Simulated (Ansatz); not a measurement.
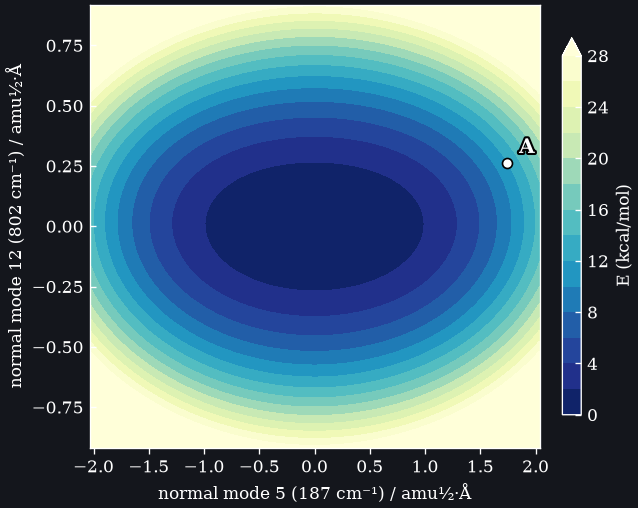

C2H6AlI, SMILES [CH3][Al]([CH3])[I]. 
- First axis: normal mode 5 (187 cm⁻¹). Second axis: normal mode 12 (802 cm⁻¹).
- Nothing is relaxed (straight displacements along the two mass-weighted modes).
- The scan uses a 15 × 15 grid.
- Points are written as (first, second).
- Energies: kcal/mol, counted from the relaxed molecule at the same level.
- Computed with Ansatz, RHF/def2-SVP.

Drawn: filled contours, one colour for all values above the top of the scale, the point A. Between grid points the surface is interpolated.

Q: Is A at rest? If not, where is it pushed?

A: A, at (1.745 amu½·Å, 0.263 amu½·Å), is not a stationary point. The computed force is 16 kcal/mol for each amu½·Å towards smaller values of normal mode 5 (187 cm⁻¹) and 21 kcal/mol for each amu½·Å towards smaller values of normal mode 12 (802 cm⁻¹).
